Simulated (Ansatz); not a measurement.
# Ga2N2H6: small, medium and large basis sets

How large a basis does Ga2N2H6 need? Two functionals are run in growing sets.

The runs use Ansatz 0.2.0, Gaussian basis; one geometry, several basis sets.

Plan: PBE0-D4/def2-SVP; ωB97M-V/def2-SVP; PBE0-D4/def2-QZVPP; ωB97M-V/def2-QZVPP; the functionals' def2-TZVPP values are taken from earlier runs.

## Step 1: The relaxed structure

The geometry comes from an earlier relaxation with PBE0-D4 in a triple-zeta def2 set; it is a stationary point, not always the lowest conformer.

SMILES `[NH2][Ga]([NH2])[GaH2]`, 10 atoms, charge 0, spin multiplicity 1.

Atoms are counted from 1 here; the program's logs count them from 0.

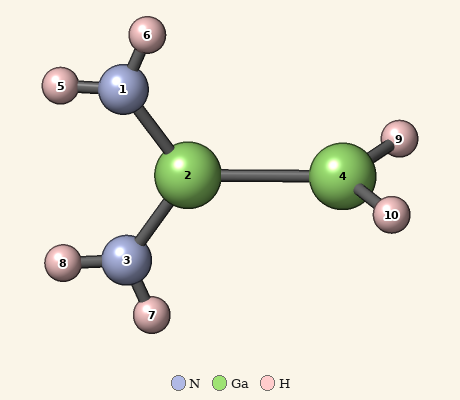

The geometry (nitrogen light blue, gallium green, hydrogen pink); atoms are numbered from 1 in the order of the file.

## Step 2: PBE0-D4 in def2-SVP

The input, in.yaml:

```yaml
crystal:
  periodic: [false, false, false]
  atoms:
    - {symbol: N, position_ang: [-1.796638, 0.293877, -0.648576]}
    - {symbol: Ga, position_ang: [-0.122108, -0.124795, -0.049070]}
    - {symbol: N, position_ang: [0.206186, -1.921393, 0.007575]}
    - {symbol: Ga, position_ang: [1.529340, 1.565123, 0.616543]}
    - {symbol: H, position_ang: [-2.447780, -0.384400, -1.007459]}
    - {symbol: H, position_ang: [-2.098117, 1.231954, -0.845448]}
    - {symbol: H, position_ang: [1.031898, -2.323006, 0.415674]}
    - {symbol: H, position_ang: [-0.490930, -2.623239, -0.177573]}
    - {symbol: H, position_ang: [2.565947, 2.173775, -0.404755]}
    - {symbol: H, position_ang: [1.622213, 2.112114, 2.093089]}
basis:
  gaussian: {orbitals: def2-SVP}
hamiltonian: {xc: pbe0, dispersion: d4}
output: {orbitals: {seedname: orbitals}}
```

Started as:

```
> ansatz run in.yaml --threads 4 --pin off --events-out ev --progress --plain --max-ram 10444MiB
```

What it wrote:

```text
Functional definition: PBE0
  name "PBE0"
  cite "Adamo & Barone, J. Chem. Phys. 110, 6158 (1999) doi:10.1063/1.478522"
  cite "Perdew, Burke & Ernzerhof, Phys. Rev. Lett. 77, 3865 (1996) doi:10.1103/PhysRevLett.77.3865"
  parent pbe
  parameter a = 0.25
  parameter kappa = 0.804
  parameter beta = 0.06672455060314922
  exchange = (1 - a)*pbe_x(kappa = kappa, mu = beta*pi^2/3) + a*exact_x
  correlation = pbe_c(beta = beta)
1240 factors; integrals over basis functions are off by at most 1.1e-3 eV
mean field evaluation 1: about -107789.3807 eV, gradient 7.9e1 eV
mean field evaluation 2: about -107719.9474 eV, gradient 1.5e2 eV
mean field evaluation 4: about -107801.3438 eV, gradient 1.1e1 eV
mean field evaluation 8: about -107801.5863 eV, gradient 5.4e-1 eV
mean field evaluation 16: about -107801.5872 eV, gradient 6.2e-5 eV
mean field -107801.58715795 eV, -3961.6352575144 hartree, gradient 6.4e-5 eV, S^2 0.000000; 0 other end points of the search recorded, 0 dependent functions left out
reference -107801.58719270 eV, -3961.6352587914 hartree; 41, 41 occupied and 81, 81 virtual orbitals, 1240 factors
Total energy: -107801.76528481 eV, -3961.6418035560 hartree
```

Wall time 1.4 s (4 threads of Arm Neoverse V2, shared host).

## Step 3: ωB97M-V in def2-SVP

Edit in.yaml of step 2 so:

```diff
@@ -15,3 +15,3 @@
   gaussian: {orbitals: def2-SVP}
-hamiltonian: {xc: pbe0, dispersion: d4}
+hamiltonian: {xc: {name: wB97M-V}}
 output: {orbitals: {seedname: orbitals}}
```

Launched as before.

What it wrote, cut to the lines that bear on the results:

```text
Functional definition: wB97M-V
  name "wB97M-V"
  cite "Mardirossian & Head-Gordon, J. Chem. Phys. 144, 214110 (2016) doi:10.1063/1.4952647"
  cite "Becke, J. Chem. Phys. 107, 8554 (1997) doi:10.1063/1.475007"
  cite "Vydrov & Van Voorhis, J. Chem. Phys. 133, 244103 (2010) doi:10.1063/1.3521275"
  # Of w^i u^j: cxij and so on, Table III.
[...]
  gx(w, u) = 1 - cx + cx01*u + cx10*w
  gss(w, u) = css00 + css04*u^4 + css10*w + css20*w^2 + css43*w^4*u^3
  gos(w, u) = cos00 + cos10*w + (cos20 + cos21*u)*w^2 + (cos60 + cos61*u)*w^6
[...]
      + integral(e_c_pw_mod_opposite_spin*gos(b97_w_opposite, b97_u_opposite)) + vv10(b, c)
1240 factors; integrals over basis functions are off by at most 1.1e-3 eV
339 factors; integrals over basis functions are off by at most 7.9e-6 eV
[...]
mean field -107811.74973693 eV, -3962.0087254034 hartree, gradient 2.4e-5 eV, S^2 0.000000; 0 other end points of the search recorded, 0 dependent functions left out
reference -107811.74979125 eV, -3962.0087273998 hartree; 41, 41 occupied and 81, 81 virtual orbitals, 1240 factors
Total energy: -107811.74979125 eV, -3962.0087273998 hartree
```

Run time: 5.5 s. Hardware: 4 threads of Arm Neoverse V2, shared host.

## Step 4: PBE0-D4 in def2-QZVPP

Edit in.yaml of step 3 so:

```diff
@@ -14,4 +14,4 @@
 basis:
-  gaussian: {orbitals: def2-SVP}
-hamiltonian: {xc: {name: wB97M-V}}
+  gaussian: {orbitals: "def2-QZVPP.json"}
+hamiltonian: {xc: pbe0, dispersion: d4}
 output: {orbitals: {seedname: orbitals}}
```

Same command.

What it wrote:

```text
Functional definition: PBE0
  name "PBE0"
  cite "Adamo & Barone, J. Chem. Phys. 110, 6158 (1999) doi:10.1063/1.478522"
  cite "Perdew, Burke & Ernzerhof, Phys. Rev. Lett. 77, 3865 (1996) doi:10.1103/PhysRevLett.77.3865"
  parent pbe
  parameter a = 0.25
  parameter kappa = 0.804
  parameter beta = 0.06672455060314922
  exchange = (1 - a)*pbe_x(kappa = kappa, mu = beta*pi^2/3) + a*exact_x
  correlation = pbe_c(beta = beta)
1890 factors; their error is unknown
mean field evaluation 1: about -107805.1361 eV, gradient 9.5e1 eV
mean field evaluation 2: about -107725.0122 eV, gradient 1.7e2 eV
mean field evaluation 4: about -107820.8699 eV, gradient 1.5e1 eV
mean field evaluation 8: about -107821.1218 eV, gradient 2.8e-1 eV
mean field evaluation 16: about -107821.4241 eV, gradient 3.1e-4 eV
mean field -107821.42408706 eV, -3962.3642512134 hartree, gradient 8.9e-6 eV, S^2 0.000000; 0 other end points of the search recorded, 0 dependent functions left out
reference -107821.42413233 eV, -3962.3642528770 hartree; 41, 41 occupied and 431, 431 virtual orbitals, 1890 factors
Total energy: -107821.60222445 eV, -3962.3707976416 hartree
```

It took 9.5 s on 4 threads of Arm Neoverse V2, shared host; peak memory 2.1 GiB.

## Step 5: ωB97M-V in def2-QZVPP

Edit in.yaml of step 4 so:

```diff
@@ -15,3 +15,3 @@
   gaussian: {orbitals: "def2-QZVPP.json"}
-hamiltonian: {xc: pbe0, dispersion: d4}
+hamiltonian: {xc: {name: wB97M-V}}
 output: {orbitals: {seedname: orbitals}}
```

Launched as before.

What it wrote, cut to the lines that bear on the results:

```text
Functional definition: wB97M-V
  name "wB97M-V"
  cite "Mardirossian & Head-Gordon, J. Chem. Phys. 144, 214110 (2016) doi:10.1063/1.4952647"
  cite "Becke, J. Chem. Phys. 107, 8554 (1997) doi:10.1063/1.475007"
  cite "Vydrov & Van Voorhis, J. Chem. Phys. 133, 244103 (2010) doi:10.1063/1.3521275"
  # Of w^i u^j: cxij and so on, Table III.
[...]
  gx(w, u) = 1 - cx + cx01*u + cx10*w
  gss(w, u) = css00 + css04*u^4 + css10*w + css20*w^2 + css43*w^4*u^3
  gos(w, u) = cos00 + cos10*w + (cos20 + cos21*u)*w^2 + (cos60 + cos61*u)*w^6
[...]
      + integral(e_c_pw_mod_opposite_spin*gos(b97_w_opposite, b97_u_opposite)) + vv10(b, c)
1880 factors; their error is unknown
395 factors; integrals over basis functions are off by at most 8.0e-6 eV
[...]
mean field -107831.60178337 eV, -3962.7382746542 hartree, gradient 6.3e-5 eV, S^2 0.000000; 0 other end points of the search recorded, 0 dependent functions left out
reference -107831.60185682 eV, -3962.7382773531 hartree; 41, 41 occupied and 431, 431 virtual orbitals, 1880 factors
Total energy: -107831.60185682 eV, -3962.7382773531 hartree
```

It took 19 s on 4 threads of Arm Neoverse V2, shared host; peak memory 2.4 GiB.

## Step 6: Functionals by basis

The def2-TZVPP values come from earlier runs at the same geometry.

```csv
functional,basis,functions,energy (eV),from the largest (eV),HOMO (eV),LUMO (eV)
PBE0-D4,def2-SVP,122,-107801.7653,19.837,-6.39,-1.94
PBE0-D4,def2-TZVPP,242,-107819.0140,2.588,-6.66,-2.02
PBE0-D4,def2-QZVPP,472,-107821.6022,0.000,-6.72,-2.07
ωB97M-V,def2-SVP,122,-107811.7498,19.852,-8.73,-0.22
ωB97M-V,def2-TZVPP,242,-107829.0841,2.518,-9.00,-0.34
ωB97M-V,def2-QZVPP,472,-107831.6019,0.000,-9.07,-0.47
```

## Step 7: Outcome

| quantity | value |
| --- | --- |
| PBE0-D4: double and triple zeta above quadruple | 19.84, 2.59 eV |
| ωB97M-V: double and triple zeta above quadruple | 19.85, 2.52 eV |

For PBE0-D4 the step from double to triple zeta gains 17.25 eV and the next only 2.59 eV. Total energies overstate the basis error of differences, where much of it tends to cancel.

For PBE0-D4 the largest set took about 7 times as long as the smallest (9.5 s against 1.4 s).
